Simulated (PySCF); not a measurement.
# C2H3F3O: excited states, first hyperpolarisability

Wanted: excited states, first hyperpolarisability for C2H3F3O (`COC(F)(F)F`).

Computed with PySCF 2.14.0 and routines of our own; the level stands in each step. Atoms count from 0.

## Step 1: The starting structure

9 atoms, charge 0, multiplicity 1; geometry from: GFN2-xTB.

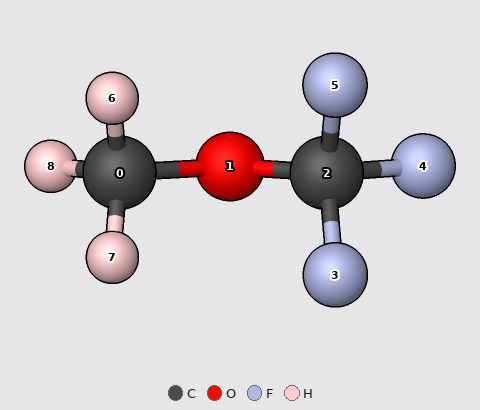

The starting geometry (carbon dark grey, oxygen red, fluorine light blue, hydrogen pink).

## Step 2: Relaxing the molecule at PBE0-D3(BJ)/def2-TZVP

What the job is given:

```
{"job": {"xc": "PBE0", "basis": "def2-TZVP", "d3": "d3bj", "grid": 2, "kind": "geom"}, "charge": 0, "multiplicity": 1}
C     -1.175806     0.039944    -0.230687
O      0.031678     0.795791    -0.066934
C      1.088721     0.090743     0.280078
F      1.419516    -0.864716    -0.611176
F      2.140923     0.886153     0.406622
F      0.944625    -0.563367     1.449640
H     -1.453274    -0.444799     0.707229
H     -1.056046    -0.705412    -1.019215
H     -1.926775     0.771656    -0.513497
```

Started as:

```console
$ OMP_NUM_THREADS=1 python excited_run.py task.json out
```

The driver reads the jobs from task.json and runs them one after another.

The program printed:

```text
step   0  E = -452.52719734  max force = 0.019722
step   1  E = -452.52759063  max force = 0.006410
step   2  E = -452.52771885  max force = 0.003328
step   3  E = -452.52779457  max force = 0.000925
step   4  E = -452.52782490  max force = 0.000506
step   5  E = -452.52783713  max force = 0.000680
step   6  E = -452.52784463  max force = 0.000568
step   7  E = -452.52785091  max force = 0.000387
optimisation converged
```

It took 94 s on 1 thread of Arm Neoverse V1, shared host; peak memory 0.82 GiB.

Along the way:

```tsv
step	energy from step 0 (eV)	largest force component (eV/Å)
0	0.0000	1.0141
1	-0.0107	0.3296
2	-0.0142	0.1711
3	-0.0163	0.0476
4	-0.0171	0.0260
5	-0.0174	0.0350
6	-0.0176	0.0292
7	-0.0178	0.0199
```

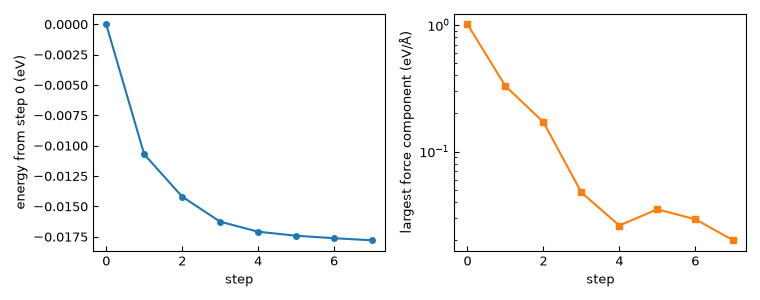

Energy and force, step by step.

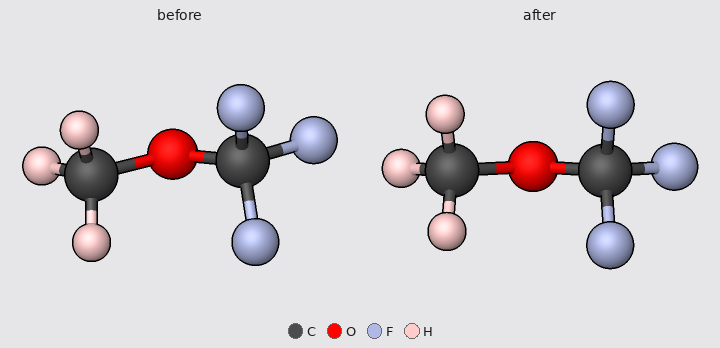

Before and after, at one scale.

Close pairs (by a distance rule), those that changed most:

```tsv
bond	before (Å)	after (Å)	change (Å)
O1–C2	1.317	1.334	+0.017
C0–O1	1.434	1.426	-0.008
C2–F3	1.348	1.342	-0.006
C2–F5	1.348	1.342	-0.006
C2–F4	1.325	1.322	-0.003
C0–H8	1.086	1.087	+0.001
C0–H7	1.092	1.091	-0.001
C0–H6	1.092	1.091	-0.000
```

The final coordinates are the input of the step that follows.

```tsv
at the end point	value
point group (found at 0.08 Å tolerance)	Cs
rotational constants (GHz, main isotopes)	5.477, 3.082, 3.057
dipole moment (D)	2.44
```

## Step 3: Excited states: TDA CAM-B3LYP/def2-TZVPD

What the job is given:

```
{"job": {"kind": "states", "xc": "CAM-B3LYP", "basis": "def2-TZVPD", "tda": true, "soc": true, "nstates": 6, "ntriplets": 5, "nquad": 4}, "charge": 0, "multiplicity": 1}
C     -1.189329     0.046921    -0.124117
O      0.044353     0.755850    -0.216123
C      1.130532     0.079229     0.162001
F      1.328265    -1.032707    -0.562999
F      2.183843     0.864046     0.012410
F      1.076522    -0.311367     1.444952
H     -1.407600    -0.213296     0.913031
H     -1.165465    -0.852157    -0.741789
H     -1.946619     0.730309    -0.499050
```

Level: TDA CAM-B3LYP/def2-TZVPD excited states, vertical, gas phase, spin-orbit mean-field couplings.

The program printed:

```text
coarse grid: 8376 points
cycle   1  E = -452.6488852599  dE =  1.116e+00  |g| = 1.113e+00  |ddm| = 2.235e+00
cycle   2  E = -452.5643136939  dE =  8.457e-02  |g| = 1.421e+00  |ddm| = 1.155e+00
cycle   3  E = -452.8494664913  dE = -2.852e-01  |g| = 3.669e-02  |ddm| = 5.724e-01
cycle   4  E = -452.8496505771  dE = -1.841e-04  |g| = 1.827e-02  |ddm| = 3.703e-02
cycle   5  E = -452.8496917185  dE = -4.114e-05  |g| = 6.893e-03  |ddm| = 1.230e-02
cycle   6  E = -452.8496981616  dE = -6.443e-06  |g| = 1.764e-03  |ddm| = 3.949e-03
final grid: 84552 points
cycle   7  E = -452.8538863482  dE = -5.968e-05  |g| = 4.863e-03  |ddm| = 7.795e-02
cycle   8  E = -452.8538859548  dE =  3.934e-07  |g| = 5.246e-03  |ddm| = 6.744e-03
cycle   9  E = -452.8538900571  dE = -4.102e-06  |g| = 4.719e-04  |ddm| = 2.374e-03
cycle  10  E = -452.8538900814  dE = -2.433e-08  |g| = 2.297e-04  |ddm| = 3.590e-04
cycle  11  E = -452.8538900910  dE = -9.596e-09  |g| = 3.581e-05  |ddm| = 1.369e-04
cycle  12  E = -452.8538900912  dE = -1.885e-10  |g| = 1.228e-05  |ddm| = 2.539e-05
converged SCF energy = -452.8538900912

Singlet excitations
state   eV       nm        f     d(h-e)  d(exc)  Lambda  PR(NTO)  |dmu|/D   mu/D   main configurations
  1   8.7386   141.9   0.00795   0.836   3.359   0.258   1.011    3.805    1.653   H->L 0.92
  2   9.2933   133.4   0.02021   1.005   3.220   0.256   1.017    4.398    1.895   H->L+1 0.72, H->L+2 0.09
  3   9.9328   124.8   0.01976   0.639   3.318   0.291   1.545    3.197    1.092   H-1->L 0.71, H->L+3 0.20
  4  10.0096   123.9   0.00373   0.284   3.719   0.199   1.017    0.970    1.637   H->L+2 0.79, H->L+1 0.09
  5  10.0572   123.3   0.02995   0.451   3.578   0.254   1.541                     H->L+3 0.72, H-1->L 0.19
  6  10.4978   118.1   0.04251   0.794   3.144   0.284   1.054                     H-1->L+1 0.69, H-1->L+2 0.11

Triplet excitations (Tamm-Dancoff)
state   eV     d(h-e)  d(exc)  Lambda  PR(NTO)   main configurations
  1   8.5882   0.720   3.233   0.259   1.026   H->L 0.88
  2   8.8779   1.052   2.922   0.263   1.022   H->L+1 0.60, H->L+4 0.08
  3   9.6601   0.719   3.126   0.295   1.579   H-1->L 0.68, H->L+3 0.18
  4   9.8692   0.358   3.395   0.258   1.600   H->L+3 0.68, H-1->L 0.17
  5   9.9616   0.437   3.605   0.201   1.040   H->L+2 0.77, H->L+5 0.10
S1 - T1 = 0.1504 eV

Spin-orbit couplings |<S|Hso|T>| (cm-1)
             T1       T2       T3       T4       T5
S0        4.819   21.354    2.493    0.686    2.761
S1        0.082    0.595   31.851   17.878    2.710
S2        0.226    1.115    2.685    5.072    3.607
S3       33.207    2.416    0.268    1.471    7.234
S4        1.815    4.413    4.384    1.128    0.452
S5       19.885    5.530    0.443    0.182    2.173
S6        6.454   38.287    0.078    0.221    2.516
T1 sublevels (cm-1): 0.000 0.001 0.007   radiative rates (1/s): 161 0.468 240
```

It took 48 s on 1 thread of Arm Neoverse V1, shared host; peak memory 0.88 GiB.

From this job:

```tsv
quantity	value
S1 less T1	0.15 eV
```

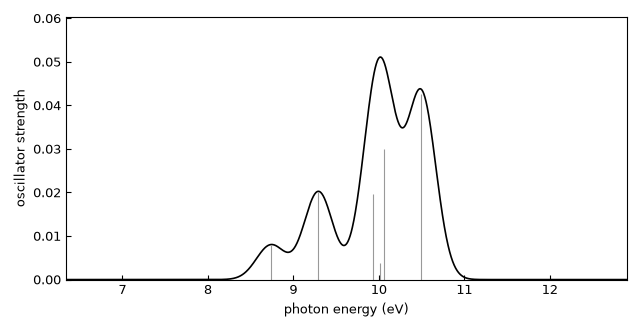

Absorption lines of the singlets. Lines are broadened to a width of 0.40 eV (Gaussian).

## Step 4: Excited states: TDDFT CAM-B3LYP/def2-TZVPD

Settings changed since step 3:

```diff
@@ -1,2 +1,2 @@
-{"job": {"kind": "states", "xc": "CAM-B3LYP", "basis": "def2-TZVPD", "tda": true, "soc": true, "nstates": 6, "ntriplets": 5, "nquad": 4}, "charge": 0, "multiplicity": 1}
+{"job": {"kind": "states", "xc": "CAM-B3LYP", "basis": "def2-TZVPD", "tpa": true, "nstates": 8, "nquad": 6, "ntriplets": 0}, "charge": 0, "multiplicity": 1}
 C     -1.189329     0.046921    -0.124117
```

Method: TDDFT CAM-B3LYP/def2-TZVPD excited states, vertical, gas phase, two-photon moments by quadratic response.

The program printed:

```text
coarse grid: 8376 points
cycle   1  E = -452.6488852599  dE =  1.116e+00  |g| = 1.113e+00  |ddm| = 2.235e+00
cycle   2  E = -452.5643136939  dE =  8.457e-02  |g| = 1.421e+00  |ddm| = 1.155e+00
cycle   3  E = -452.8494664913  dE = -2.852e-01  |g| = 3.669e-02  |ddm| = 5.724e-01
cycle   4  E = -452.8496505771  dE = -1.841e-04  |g| = 1.827e-02  |ddm| = 3.703e-02
cycle   5  E = -452.8496917185  dE = -4.114e-05  |g| = 6.893e-03  |ddm| = 1.230e-02
cycle   6  E = -452.8496981616  dE = -6.443e-06  |g| = 1.764e-03  |ddm| = 3.949e-03
final grid: 84552 points
cycle   7  E = -452.8538863482  dE = -5.968e-05  |g| = 4.863e-03  |ddm| = 7.795e-02
cycle   8  E = -452.8538859548  dE =  3.934e-07  |g| = 5.246e-03  |ddm| = 6.744e-03
cycle   9  E = -452.8538900571  dE = -4.102e-06  |g| = 4.719e-04  |ddm| = 2.374e-03
cycle  10  E = -452.8538900814  dE = -2.433e-08  |g| = 2.297e-04  |ddm| = 3.590e-04
cycle  11  E = -452.8538900910  dE = -9.596e-09  |g| = 3.581e-05  |ddm| = 1.369e-04
cycle  12  E = -452.8538900912  dE = -1.885e-10  |g| = 1.228e-05  |ddm| = 2.539e-05
converged SCF energy = -452.8538900912

Singlet excitations
state   eV       nm        f     d(h-e)  d(exc)  Lambda  PR(NTO)  |dmu|/D   mu/D   delta(TPA)   sigma/GM   main configurations
  1   8.7340   142.0   0.00741   0.837   3.362   0.258   1.011    3.792    1.640       15.40      0.430   H->L 0.92
  2   9.2720   133.7   0.01930   1.018   3.219   0.256   1.018    4.413    1.909        6.55      0.206   H->L+1 0.71, H->L+2 0.09
  3   9.9241   124.9   0.01850   0.642   3.325   0.291   1.564    3.176    1.024       25.87      0.933   H-1->L 0.71, H->L+3 0.20
  4  10.0080   123.9   0.00355   0.292   3.717   0.199   1.017    1.034    1.637        1.89      0.069   H->L+2 0.79, H->L+1 0.09
  5  10.0447   123.4   0.02814   0.449   3.576   0.254   1.557    1.427    1.514        7.60      0.281   H->L+3 0.71, H-1->L 0.20
  6  10.4802   118.3   0.03984   0.791   3.140   0.284   1.054    3.659    1.154        3.63      0.146   H-1->L+1 0.69, H-1->L+2 0.11
  7  10.6536   116.4   0.01175   1.572   3.768   0.240   1.050                                            H->L+4 0.56, H->L+9 0.18, H->L+1 0.14
  8  10.8395   114.4   0.01433   0.895   3.421   0.242   1.045                                            H->L+5 0.66, H->L+4 0.08
```

It took 61 s on 1 thread of Arm Neoverse V1, shared host; peak memory 0.91 GiB.

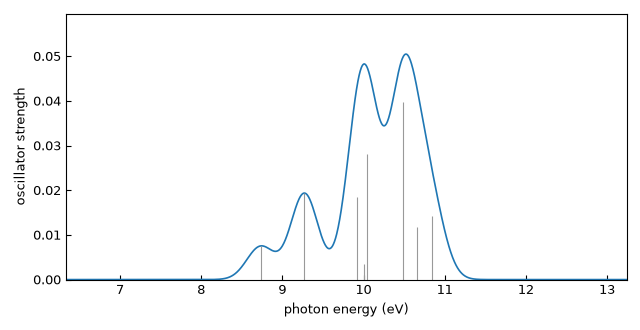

Absorption lines of the singlets. Lines are broadened to a width of 0.40 eV (Gaussian).

## Step 5: First hyperpolarisability: quadratic response CAM-B3LYP/def2-TZVPD

Settings changed since step 4:

```diff
@@ -1,2 +1,2 @@
-{"job": {"kind": "states", "xc": "CAM-B3LYP", "basis": "def2-TZVPD", "tpa": true, "nstates": 8, "nquad": 6, "ntriplets": 0}, "charge": 0, "multiplicity": 1}
+{"job": {"kind": "beta", "xc": "CAM-B3LYP", "basis": "def2-TZVPD"}, "charge": 0, "multiplicity": 1}
 C     -1.189329     0.046921    -0.124117
```

With the program's defaults for keys left out, this is: quadratic response CAM-B3LYP/def2-TZVPD first hyperpolarisability, Taylor convention, gas phase.

The program printed:

```text
coarse grid: 8376 points
cycle   1  E = -452.6488852599  dE =  1.116e+00  |g| = 1.113e+00  |ddm| = 2.235e+00
cycle   2  E = -452.5643136939  dE =  8.457e-02  |g| = 1.421e+00  |ddm| = 1.155e+00
cycle   3  E = -452.8494664913  dE = -2.852e-01  |g| = 3.669e-02  |ddm| = 5.724e-01
cycle   4  E = -452.8496505771  dE = -1.841e-04  |g| = 1.827e-02  |ddm| = 3.703e-02
cycle   5  E = -452.8496917185  dE = -4.114e-05  |g| = 6.893e-03  |ddm| = 1.230e-02
cycle   6  E = -452.8496981616  dE = -6.443e-06  |g| = 1.764e-03  |ddm| = 3.949e-03
final grid: 84552 points
cycle   7  E = -452.8538863482  dE = -5.968e-05  |g| = 4.863e-03  |ddm| = 7.795e-02
cycle   8  E = -452.8538859548  dE =  3.934e-07  |g| = 5.246e-03  |ddm| = 6.744e-03
cycle   9  E = -452.8538900571  dE = -4.102e-06  |g| = 4.719e-04  |ddm| = 2.374e-03
cycle  10  E = -452.8538900814  dE = -2.433e-08  |g| = 2.297e-04  |ddm| = 3.590e-04
cycle  11  E = -452.8538900910  dE = -9.596e-09  |g| = 3.581e-05  |ddm| = 1.369e-04
cycle  12  E = -452.8538900912  dE = -1.885e-10  |g| = 1.228e-05  |ddm| = 2.539e-05
converged SCF energy = -452.8538900912

Lowest singlets (eV, f): 8.7340 0.0074  9.2720 0.0193  9.9241 0.0185

First hyperpolarisability (au)
process     nm      |vector|   parallel      HRS      DR
static         -       86.13     -51.29      32.08   7.956
shg       1907.0       87.73     -52.24      32.67   7.972
eope      1907.0       86.66     -51.61          -       -
shg       1064.0       91.45     -54.44      34.03   8.009
eope      1064.0       87.85     -52.31          -       -
```

It took 38 s on 1 thread of Arm Neoverse V1, shared host; peak memory 0.86 GiB.

## Step 6: Results

| quantity | value |
| --- | --- |
| point group | Cs |
| rotational constants (main isotopes) | 5.48, 3.08, 3.06 GHz |
| S1 less T1 (step 3, TDA CAM-B3LYP/def2-TZVPD) | 0.15 eV |
| β vector (step 5, quadratic response CAM-B3LYP/def2-TZVPD) | static 86, SHG 1907.0 nm 88, SHG 1064.0 nm 91 au |

Relaxing lowered the energy by 0.018 eV in 7 steps; the close pair that moved most is O1–C2, from 1.317 to 1.334 Å. No frequency check was run at this level, so the end point may be a saddle. In step 3, the number of triplets below S1 is 1, and the largest singlet-triplet spin-orbit coupling is S6–T2, 38.29 cm⁻¹. β grows from 86 au (static) to 91 au for doubling at 1064.0 nm: normal dispersion, which grows as twice the photon energy moves toward the bright states.
